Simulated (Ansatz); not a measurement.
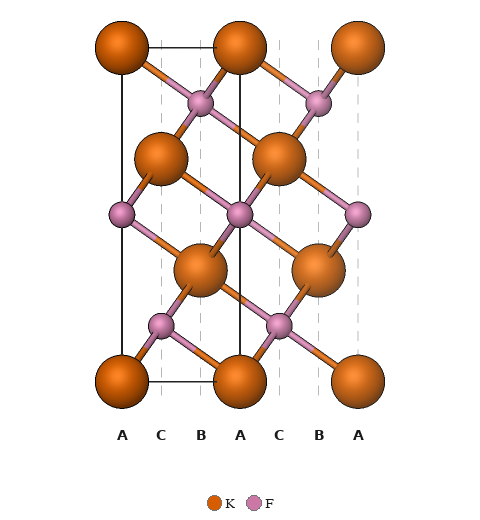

The picture looks along a close-packed row of the hexagonal mesh; [111] points upwards. The dashed lines mark the three columns A (0, 0), B (1/3, 2/3) and C (2/3, 1/3). The box is the hexagonal cell of the face-centred cubic lattice. The sequence starts with the first layer at or above the cell's origin.

The compound is KF, taken as the input geometry of an electronic-structure calculation (not necessarily at equilibrium); the starting structure was generated, so it need not be a known form of this composition.

Q: Give the sequence of layers in one repeat, with element and column.

A: K(A) – F(C) – K(B) – F(A) – K(C) – F(B) (six layers in 9.21 Å).

Q: How are the F layers alone stacked?

A: F layers alone: CAB, the cubic close-packed type.

Q: Which positions between or in the F layers do the other atoms fill?

A: K: three octahedral sites, counted in one hexagonal cell.
